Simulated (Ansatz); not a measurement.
System: InSe/InSe (GaSe type bilayer).

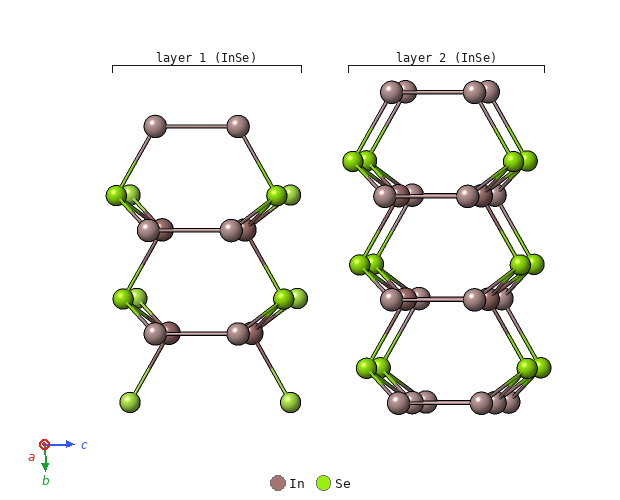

The structure (indium brown, selenium green). 1×2×1 cells are drawn. Some periodic images of atoms are drawn too.

The cell holds 8 atoms: 4 In and 4 Se. Cell: a = 3.957 Å, b = 3.957 Å, c = 50.100 Å, α = 90.0°, β = 90.0°, γ = 120.0°. It derives from In1Se1. Regions: layer 1 (InSe), 4 atoms (2 In and 2 Se); layer 2 (InSe), 4 atoms (2 In and 2 Se). Vacuum lies along c.

```xyz
8
Lattice="3.9572 0.0000 0.0000 -1.9786 3.4270 0.0000 0.0000 0.0000 50.1000" Properties=species:S:1:pos:R:3
In    0.0000    2.2847   22.3809
In    0.0000    2.2847   19.6287
Se    1.9786    1.1423   23.6715
Se    1.9786    1.1423   18.3325
In    1.9786    1.1423   30.4714
In    1.9786    1.1423   27.7190
Se    0.0000    0.0000   31.7675
Se    0.0000    0.0000   26.4267
```

The structure was relaxed with PBEsol-D3(BJ). At the settings of the band run the largest force is still 0.06 eV/Å. The runs that relaxed it are not among those shown.

Gaps computed with Ansatz 0.2.0 without a self-energy: PBEsol 1.12 eV and PBEsol+SOC 1.11 eV.

Q: Estimate the G0W0@PBEsol gap with 6×6×1 mesh, 1103 empty bands, screening to 80 eV, PAW set soft_1 files.

About 2.09 eV: on its mesh the run moves the gap from 1.17 eV by +0.91 eV. A band edge moves to another state on the way. Bands and cutoff are finite, so the gap is not at the basis limit. The miss can reach some tenths of an eV and take either sign; the mesh is an error of its own. The mesh in the plane is coarse for a sheet; gap and any exciton binding can still move on denser ones. The many-body steps are scalar-relativistic: spin-orbit coupling is not in them.

[Paths, hosts, dates, memory and timing lines, banners, echoed tables and standing remarks are left out of the program output.]

[Logs are printed without paths, hosts, clocks, repeated set-up lines and the standing remarks that a program may print on its own settings, such as how far it seeks lower states.]

[Runs of the session that timed out or met a known fault of the program may be left out.]

[Cells called generated may have been cut or substituted from an entry of the Crystallography Open Database or the Materials Project.]

[Hosts, paths, dates, database ids (printed as entryN), source tags and the programs' standing remarks are cut or masked in the printed files.]
